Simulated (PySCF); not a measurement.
ClH$_{2}$O, charge −1, SMILES `[Cl-].O`.

Level of theory: r2SCAN/def2-SVPD (PySCF), at a geometry from GFN2-xTB. GFN2-xTB bond lengths at metals and heavier atoms can be off by up to 0.1 Å and shapes distorted, which carries into these values.

Coordinates in Å:

```
Cl1     -1.0860    0.0055    0.0000
O2       1.9385   -0.0891    0.0000
H3       1.9871    0.8688    0.0000
H4       0.9668   -0.2499    0.0000
```

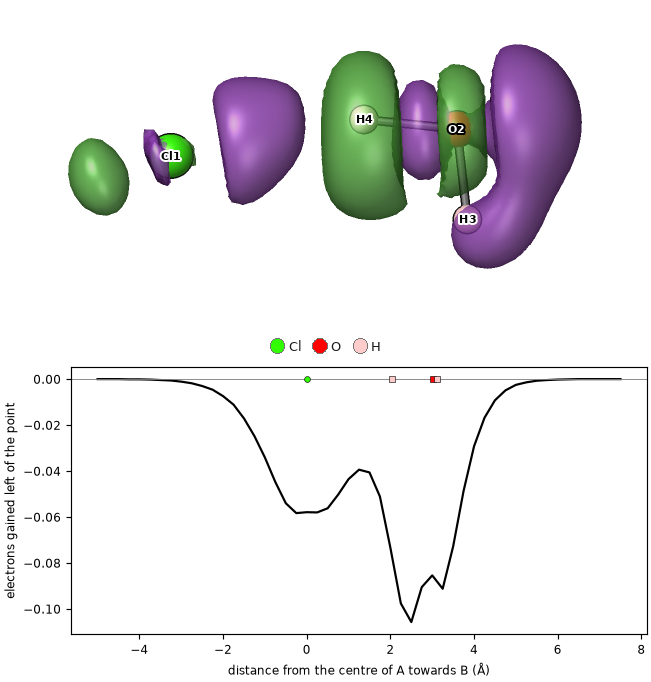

Density of the complex less the densities of the two fragments at the same geometry, ±0.01 e/Å³ (purple: gain, green: loss). Fragment A: Cl(−1) (atom 1); fragment B: H2O. Below: the charge-displacement curve along the line of centres (A on the left).

How is the density rearranged on binding?

Answer. Hirshfeld charges show 0.044 e passing from A to B. By Hirshfeld charges, electrons gather most on O2 (−0.056 e) and leave Cl1 most (+0.044 e); 0.18 e is displaced in all.

What is the interaction energy, and which contacts carry it?

Answer. The counterpoise-corrected interaction energy of the frozen fragments is −15.6 kcal/mol without dispersion correction and −15.7 kcal/mol with D3(BJ). The pair geometry is semi-empirical, not a minimum at this level. Contacts: Cl1···H4, hydrogen bond, 2.07 Å, ρ = 0.034 a.u. The pose is a local one from a semi-empirical search, not shown to be the most stable.
